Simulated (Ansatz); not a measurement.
```
Pt C Ni
1.0
     3.80813    0.00000    0.00000
     0.00000    3.80813    0.00000
     0.00000    0.00000    3.80813
Pt C Ni
1 1 3
Direct
  0.00000 0.00000 0.00000
  0.50000 0.50000 0.50000
  0.50000 0.50000 0.00000
  0.50000 0.00000 0.50000
  0.00000 0.50000 0.50000
```

Space group Pm-3m; started from the antiperovskite prototype, which need not be the ambient phase; the program warned that a starting moment wasn't kept; spin-polarised, but the moments vanished.

Theory: DFT PBE, scalar-relativistic, plane waves, PAW (Ansatz 0.2.0).

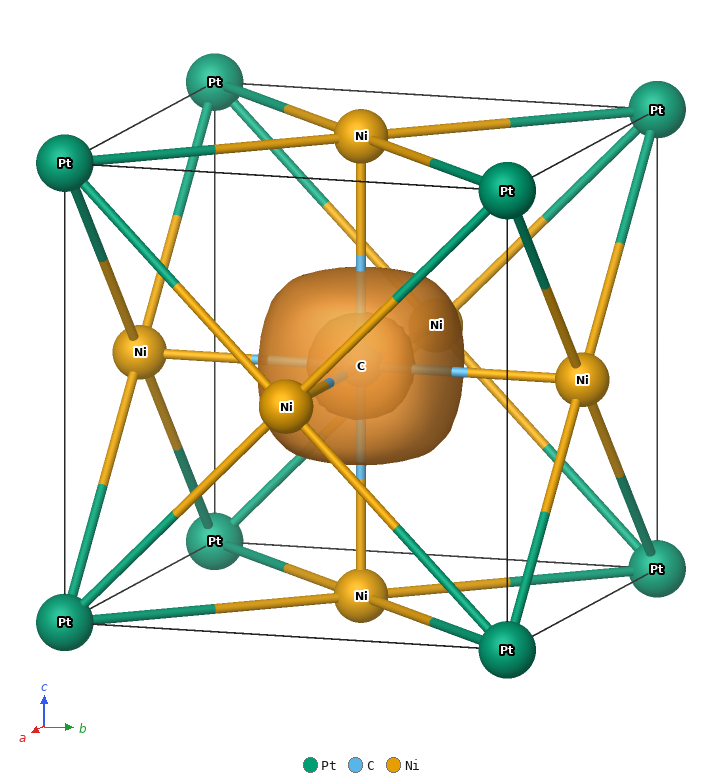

Ni3PtC. Isosurface of the electron localisation function at 0.6 (orange), seen slightly off an axis. Only the valence region is drawn (cores and ρ < 0.01 e/Å³ removed). Sticks mark near contacts.

Where are the electrons localised?

The ELF exceeds this value in one region wrapped around C (its valence shell), counted in one cell of 5 atoms. Regions shared between cells count once. Along the contacts the grid gives the following. Ni–C (1.90 Å): the ELF peaks at about 0.75 in the valence shell of C, 0.6 Å from its nucleus, and is about 0.30 at the midpoint. Ni–Pt (2.69 Å): the ELF is about 0.30 at the midpoint: no shared electron pair shows on this line.
